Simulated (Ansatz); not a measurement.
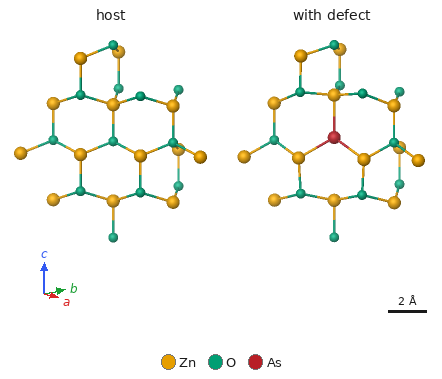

Left: perfect ZnO. Right: the same region with one point defect, after relaxing the atoms in a supercell of 32 sites. The picture is a ball-and-stick view of the atoms within 5.3 Å of one point, in a slice 3.4 Å thick across the line of sight, seen slightly off an axis.

All numbers below come from DFT, PBE, plane-wave PAW, default files, scalar-relativistic in Ansatz. Settings: plane-wave cutoff 420 eV; k-point mesh 3 × 3 × 2; occupations fermi dirac; smearing width 0.01 eV; collinear spin. The axes drawn are those of the host's conventional cell.

**Which defect is it?**

An oxygen atom is replaced by arsenic.

The charge state of the cell is 0.

**How does the lattice respond?**

In the host the O atom has 4 Zn at 1.98 Å; the As atom ends with 4 Zn at 2.28 to 2.30 Å. Of the host's atoms, a zinc atom moves furthest from its site, by 0.52 Å. The As atom itself moves 0.20 Å from where it was put. The cell's net moment is 0.67 μB.

Limits of the set-up: the periodic images lie only 6.5 Å apart, so the values are limited by the cell's size.
